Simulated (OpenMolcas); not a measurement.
**Run report: AlNH4, single-point calculation**

- system: AlNH4
- method: r2SCAN/STO-3G, RKS (OpenMolcas 26.06)

A bond length was changed on purpose from its optimised value.

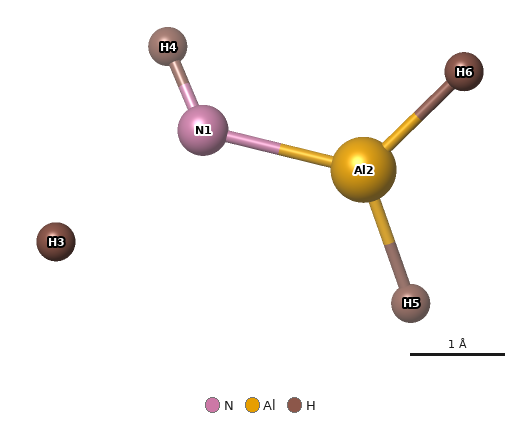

Figure 1. The structure (ball-and-stick view, seen on its broad side; atoms are numbered from 1 in the order of the input). Sticks mark near contacts. Bond lengths as drawn: Al–H 1.54 Å, Al–N 1.77 Å and H–N 1.01 Å.

**Key numbers**

```csv
quantity,value
outcome,converged
total energy,−295.660662 hartree
basis functions,18
HOMO,−2.04 eV
LUMO,−0.96 eV
dipole moment,0.82 debye
hardware,"1 thread of Arm Neoverse V2, 24 GiB of memory available, shared host"
wall time,6.9 s
peak memory,0.37 GiB
```

**Input**
```
* AlH4N Kohn-Sham DFT
&GATEWAY
BasLib=$CurrDir
Coord=mol.xyz
Basis=STO-3G
Group=NoSym
&SEWARD
GridInput
Grid=UltraFine
End of Grid
&SCF
KSDFT=2
1.0 MGGA_X_R2SCAN
1.0 MGGA_C_R2SCAN
Thresholds=1e-10 1e-07 1e-07 1e-05
PrOrbitals=1 1
```

**File mol.xyz**
```
6

N     -0.478368    -0.302428     0.667620
Al    -0.535728     1.463772     0.509230
H      0.544950    -1.604770    -0.502640
H     -0.961548    -0.850988     1.371740
H     -0.417928     2.169342    -0.856020
H     -0.709728     2.380982     1.735780
```

Command:
```bash
export MOLCAS_MEM=1860
pymolcas test.input > test.log
```

**What the program printed**
```
--- Start Module: gateway ---

                                              &GATEWAY

                       available to each process: 1.9 GB of memory, 1 thread

 Basis Set     1 Label: N.STO-3G
 Basis set is read from library:.
 basistype.tbl is not found

 Basis Set     2 Label: AL.STO-3G
 Basis set is read from library:.
 basistype.tbl is not found

 Basis Set     3 Label: H.STO-3G
 Basis set is read from library:.
 basistype.tbl is not found

++    Symmetry information:
      ---------------------

                    Character Table for C1

                             E
                    a        1  x, y, xy, Rz, z, xz, Ry, yz, Rx, I
--

++    Basis set information:
      ----------------------

      Basis set label: N.STO-3G.........

      Electronic valence basis set:
      ------------------
      Associated Effective Charge   7.000000 au
      Associated Actual Charge      7.000000 au
      Nuclear Model: Point charge

      Shell  nPrim  nBasis  Cartesian Spherical Contaminant
         s       6       2        X
         p       3       1        X

      Basis set label: AL.STO-3G.........

      Electronic valence basis set:
      ------------------
      Associated Effective Charge  13.000000 au
      Associated Actual Charge     13.000000 au
      Nuclear Model: Point charge

      Shell  nPrim  nBasis  Cartesian Spherical Contaminant
         s       9       3        X
         p       6       2        X

      Basis set label: H.STO-3G.........

      Electronic valence basis set:
      ------------------
      Associated Effective Charge   1.000000 au
      Associated Actual Charge      1.000000 au
      Nuclear Model: Point charge

      Shell  nPrim  nBasis  Cartesian Spherical Contaminant
         s       3       1        X
--

++    Molecular structure info:
      -------------------------

                    ************************************************
                    **** Cartesian Coordinates / bohr, angstrom ****
                    ************************************************

     Center  Label                x              y              z                     x              y              z
        1      N1              -0.903985      -0.571506       1.261619             -0.478368      -0.302428       0.667620
        2      AL2             -1.012379       2.766128       0.962305             -0.535728       1.463772       0.509230
        3      H3               1.029806      -3.032576      -0.949852              0.544950      -1.604770      -0.502640
        4      H4              -1.817062      -1.608134       2.592213             -0.961548      -0.850988       1.371740
        5      H5              -0.789769       4.099462      -1.617643             -0.417928       2.169342      -0.856020
        6      H6              -1.341192       4.499404       3.280149             -0.709728       2.380982       1.735780

                    ***************************************
                    *    InterNuclear Distances / bohr    *
                    ***************************************

               1 N1            2 AL2           3 H3            4 H4            5 H5            6 H6
    1 N1       0.000000
    2 AL2      3.352781        0.000000
    3 H3       3.832364        6.438310        0.000000
    4 H4       1.918017        4.736907        4.762344        0.000000
    5 H5       5.488273        2.912640        7.390722        7.166232        0.000000
    6 H6       5.475376        2.912861        8.957972        6.164554        4.944936        0.000000

                    *******************************************
                    *    InterNuclear Distances / angstrom    *
                    *******************************************

               1 N1            2 AL2           3 H3            4 H4            5 H5            6 H6
    1 N1       0.000000
    2 AL2      1.774215        0.000000
    3 H3       2.028000        3.407007        0.000000
    4 H4       1.014971        2.506663        2.520124        0.000000
    5 H5       2.904269        1.541303        3.911002        3.792207        0.000000
    6 H6       2.897444        1.541420        4.740354        3.262142        2.616747        0.000000

                    **************************************
                    *    Valence Bond Angles / degree    *
                    **************************************
                          Atom centers                 Phi
                      5 H5       2 AL2      6 H6       116.17
--

            Nuclear Potential Energy             49.82244372 au

--- Stop Module: gateway /rc=_RC_ALL_IS_WELL_ ---

--- Start Module: seward ---

                                              &SEWARD

                       available to each process: 1.9 GB of memory, 1 thread

               SEWARD will generate:
                  Multipole Moment integrals up to order  2
                  Kinetic Energy integrals
                  Nuclear Attraction integrals (point charge)
                  One-Electron Hamiltonian integrals
                  Velocity integrals
                  Orbital angular momentum around ( -0.9533   1.5688   1.0432 )
                  Velocity quadrupole around ( -0.9533   1.5688   1.0432 )
                  Two-Electron Repulsion integrals

                   Integrals are discarded if absolute value <: 1.00E-14
                   Integral cutoff threshold is set to       <: 1.00E-16

            Nuclear Potential Energy             49.82244372 au

      Basis set specifications :
      Symmetry species         a
      Basis functions           18

--- Stop Module: seward /rc=_RC_ALL_IS_WELL_ ---

--- Start Module: scf ---

                                                &SCF

                       available to each process: 1.9 GB of memory, 1 thread

 ###############################################################################
 ###     Minimized-density-differences option turned off!                    ###
 ###############################################################################
++    Input section:
      --------------

      Header of the integral files:

      Cartesian coordinates in angstrom:
      -----------------------------------------------------
      No.  Label        X            Y            Z
      -----------------------------------------------------
       1   N1        -0.47836800  -0.30242800   0.66762000
       2   AL2       -0.53572800   1.46377200   0.50923000
       3   H3         0.54495000  -1.60477000  -0.50264000
       4   H4        -0.96154800  -0.85098800   1.37174000
       5   H5        -0.41792800   2.16934200  -0.85602000
       6   H6        -0.70972800   2.38098200   1.73578000
      -----------------------------------------------------
      Nuclear repulsion energy =   49.82244372
--

++    Orbital specifications:
      -----------------------

      Symmetry species               1
                                     a
      Frozen orbitals                0
      Occupied orbitals             12
      Secondary orbitals             6
      Deleted orbitals               0
      Total number of orbitals      18
      Number of basis functions     18
--

      Molecular charge                           0.000

      Numerical integration parameters
      --------------------------------
      Radial quadrature type:                         MHL
      Size of radial grid:                            99
      Lebedev angular grid:                           41
      Angular grid pruned with the crowding factor:  1.00E+10
                                 and fading factor:  1.00E+01
      Screening threshold for integral computation:   1.00E-11
      Radial quadrature accuracy:                     1.00E-25
      Maximum batch size:                             128
      AO values are stored on disk
      The same grid will be used for all iterations.

      DFT functional specifications
      -----------------------------
      Using Libxc version: 6.2.2
      Please cite the following reference:
      S. Lehtola, C. Steigemann, M. J.T. Oliveira, and M. A.L. Marques.,  SoftwareX 7, 1–5 (2018) doi:10.1016/j.softx.2017.11.002

++    Optimization specifications:
      ----------------------------

      SCF Algorithm: Conventional
      D(i)-D(i-1) density differences are used
      Number of density matrices in core                 5
      Maximum number of NDDO SCF iterations            400
      Maximum number of HF SCF iterations              400
      Threshold for SCF energy change             1.00E-10
      Threshold for density matrix                1.00E-07
      Threshold for Fock matrix                   1.00E-07
      Threshold for linear dependence             1.00E-09
      Threshold at which DIIS is turned on        1.50E-01
      Maximum depth in the DIIS procedure                5
      Maximum depth in the BFGS Hessian update          30
      Threshold at which QNR/C2DIIS is turned on  7.50E-02
      Threshold for Norm(delta) (QNR/C2DIIS)      1.00E-05
      All orbitals punched on: SCFORB
--

      Input vectors read from INPORB
      Orbital file label: *Guess orbitals

++ Convergence information
                                   [...]      iterations: Energy and convergence statistics

Iter     Tot. [...]      One-elec.       Two-elec.     Energy      Max Dij or  Max Fij      DNorm      TNorm      AccCon     Time
         Energy          Energy          Energy        Change      Delta Norm                                                in Sec.
   1  -295.274964784  -540.511358901   195.413950398   0.00E+00    7.40E-01*   1.73E-01*    7.05E+00   7.00E+01   None         0.
   2  -293.420485898  -531.771028121   188.528098505   1.85E+00*   4.78E-01*   9.91E-02*    4.53E+00   6.93E+01   EDIIS        0.
   3  -295.338191297  -533.753965621   188.593330605  -1.92E+00*   3.78E-01*   4.75E-02*    2.64E+00   6.91E+01   EDIIS        0.
   4  -295.525451358  -540.682403744   195.334508668  -1.87E-01*   2.47E-01*   4.50E-02*    1.98E+00   7.02E+01   EDIIS        0.
   5  -295.655141544  -537.028263718   191.550678456  -1.30E-01*   1.69E-01*   2.28E-02*    1.27E+00   6.95E+01   EDIIS        0.
   6  -295.653555003  -538.117296145   192.641297424   1.59E-03*   6.05E-02*   1.06E-02*    6.29E-01   6.98E+01   EDIIS        0.
   7  -295.659589578  -537.333454163   191.851420866  -6.03E-03*   2.63E-01*   1.54E-02*    1.65E-01   6.96E+01   c2DIIS       0.
   8  -295.629009774  -538.903234294   193.451780802   3.06E-02*   3.88E-02*   1.40E-02*    6.12E-01   6.99E+01   c2DIIS       0.
   9  -295.660580399  -537.554696192   192.071672075  -3.16E-02*   4.37E-02*   3.59E-03*    9.57E-02   6.96E+01   QNRc2DIIS    0.
  10  -295.659503819  -537.280725277   191.798777740   1.08E-03*   3.06E-02*   1.71E-02*    1.68E-01   6.96E+01   QNRc2DIIS    0.
  11  -295.660619337  -537.555528151   192.072465096  -1.12E-03*   6.55E-03*   2.06E-03*    1.10E-01   6.96E+01   QNRc2DIIS    0.
  12  -295.660661502  -537.530099839   192.046994619  -4.22E-05*   6.61E-04*   1.77E-04*    2.92E-02   6.96E+01   QNRc2DIIS    0.
  13  -295.660661894  -537.525846759   192.042741146  -3.93E-07*   4.03E-04*   5.28E-05*    2.90E-03   6.96E+01   QNRc2DIIS    0.
  14  -295.660661918  -537.526855296   192.043749660  -2.30E-08*   1.94E-04*   1.34E-05*    1.67E-03   6.96E+01   QNRc2DIIS    0.
  15  -295.660661924  -537.526866356   192.043760714  -6.05E-09*   1.33E-05*   1.43E-06*    7.96E-04   6.96E+01   QNRc2DIIS    0.
  16  -295.660661924  -537.526856433   192.043750791  -4.38E-11    1.13E-06    1.51E-07*    5.97E-05   6.96E+01   QNRc2DIIS    0.
  17  -295.660661924  -537.526859594   192.043753952  -1.14E-13    3.30E-07    7.39E-08     5.33E-06   6.96E+01   QNRc2DIIS    0.

       Convergence after  17 Iterations
--

 *****************************************************************************************************************************
 *                                             SCF/KS-DFT Program, Final results                                             *
 *                                                       Final Results                                                       *
 *****************************************************************************************************************************

::    Total KS-DFT energy                            -295.6606619236
      One-electron energy                            -537.5268595936
      Two-electron energy                             192.0437539517
      Nuclear repulsion energy                         49.8224437183
      Kinetic energy (interpolated)                   290.9535313585
      Virial theorem                                    1.0161782899
      Total spin, S(S+1)                                0.0000000000
      Total spin, S                                     0.0000000000
      Max non-diagonal density matrix element           0.0000005462
      Max non-diagonal Fock matrix element              0.0000000238

      All orbitals with orbital energies smaller than  E(LUMO)+0.5 are printed

++    Molecular orbitals:
      -------------------

      Title: RKS-DFT orbitals

      Molecular orbitals for symmetry species 1: a

          Orbital            1         2         3         4         5         6         7         8         9        10
          Energy          -55.1000  -13.8494   -3.8698   -2.3501   -2.3435   -2.3417   -0.6671   -0.3310   -0.2529   -0.1871
          Occ. No.          2.0000    2.0000    2.0000    2.0000    2.0000    2.0000    2.0000    2.0000    2.0000    2.0000

          Orbital           11        12        13        14        15        16
          Energy           -0.1665   -0.0748   -0.0354    0.1618    0.2565    0.4039
          Occ. No.          2.0000    2.0000    0.0000    0.0000    0.0000    0.0000

--

++    Molecular charges:
      ------------------

      Mulliken charges per centre and basis function type
      ---------------------------------------------------

                N1      AL2     H3      H4      H5      H6
      1s       3.6633  4.9890  1.0009  0.8457  1.2472  1.2320
      2px      1.5314  2.2080  0.0000  0.0000  0.0000  0.0000
      2pz      1.2332  2.5846  0.0000  0.0000  0.0000  0.0000
      2py      1.0674  2.3972  0.0000  0.0000  0.0000  0.0000
      Total    7.4953 12.1788  1.0009  0.8457  1.2472  1.2320

      N-E     -0.4953  0.8212 -0.0009  0.1543 -0.2472 -0.2320

      Total electronic charge=   24.000000

      Total            charge=   -0.000000
--

++    Molecular properties:
      ---------------------

      Charge (e):
                      =   -0.0000
      Dipole Moment (debye):
      Origin of the operator (angstrom)=   -0.5045    0.8302    0.5521
                   X= -3.5184E-01               Y= -4.5695E-01               Z=  5.8445E-01           Total=  8.2108E-01
      Quadrupole Moment (debye*angstrom):
      Origin of the operator (angstrom)=   -0.5045    0.8302    0.5521
                  XX= -1.5019E+01              XY=  5.3300E-01              XZ= -4.9648E-01              YY= -1.8911E+01
                  YZ= -2.6091E-01              ZZ= -1.9169E+01
      In traceless form (debye*angstrom)
                  XX=  4.0210E+00              XY=  7.9950E-01              XZ= -7.4472E-01              YY= -1.8166E+00
                  YZ= -3.9137E-01              ZZ= -2.2044E+00
--

--- Stop Module: scf /rc=_RC_ALL_IS_WELL_ ---
--- Module scf spent 5 seconds ---

.##################.
.# Happy landing! #.
.##################.

    Timing: Wall=6.44 User=5.18 System=1.14
```

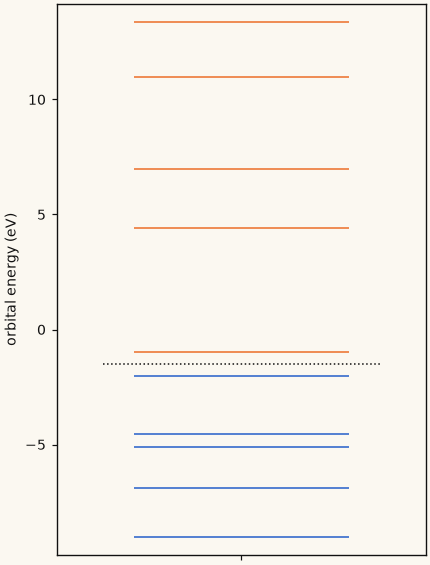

Figure 2. Orbital energies near the frontier; the dotted line parts filled from empty levels, and levels within 0.02 eV of each other stand side by side. Highest filled −2.04 eV, lowest empty −0.96 eV, 1.08 eV apart.

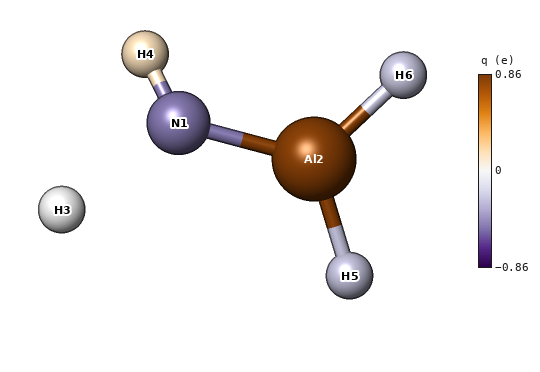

Figure 3. Mulliken charges, as the colour of each atom (ball-and-stick view, seen at a tilt; atoms are numbered from 1 in the order of the input). By element: N −0.50, Al +0.82 and H −0.25 to +0.15 e.
